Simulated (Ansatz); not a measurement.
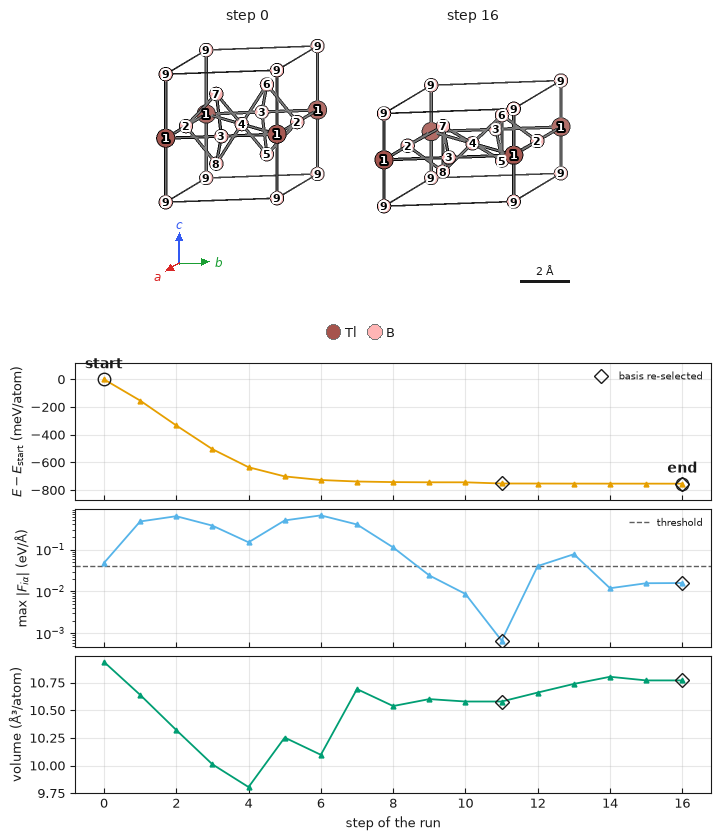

First and last geometry of a relaxation of a crystal of TlB₈ (a generated structure, set up in P6/mmm) (coarse preliminary run), with the history of the run. A ball-and-stick model of the cell of the calculation, seen slightly off an axis.

Method: DFT PBE, scalar-relativistic, plane waves, PAW in Ansatz. (plane-wave cutoff 420 eV; k-point mesh 6 × 6 × 4; occupations gaussian; smearing width 0.1 eV; no spin polarisation; cell and atoms relaxed; force threshold 0.04 eV/Å; at most 70 steps)

### Did the run converge, and what did it change?

It converged. The largest moves relative to the cell, 0.11 Å, are those of B5, B6, B7 and B8. B5 goes along +c. Tl stays in place. The volume changes by −1.5 %, with a = b 4.600 → 5.362 Å (+16.6 %), c 5.372 → 3.893 Å (−27.5 %). Near-neighbour distances that change, for instance: B5–B6 2.928 → 1.903 Å, Tl1–B9 2.686 → 1.947 Å, B5–B6 (another image) 2.444 → 1.990 Å, Tl1–B2 2.300 → 2.681 Å. Among the angles between lasting bonds that change: B5–B4–B8 84.4° → 116.8°, B5–B4–B6 95.6° → 63.2°, B2–B8–B3 71.2° → 95.1°. The space group stays P6/mmm (No. 191). The energy falls by 753 meV per atom in 14 accepted moves (16 points after the start). The largest force component goes from 0.048 to 0.016 eV/Å. Pressure: −7.81 GPa at the start and −0.03 GPa at the end. The SCF was repeated twice at an unchanged geometry on a basis and grid sized afresh for the cell, which shifted the energy by 8.5 meV per atom at most.
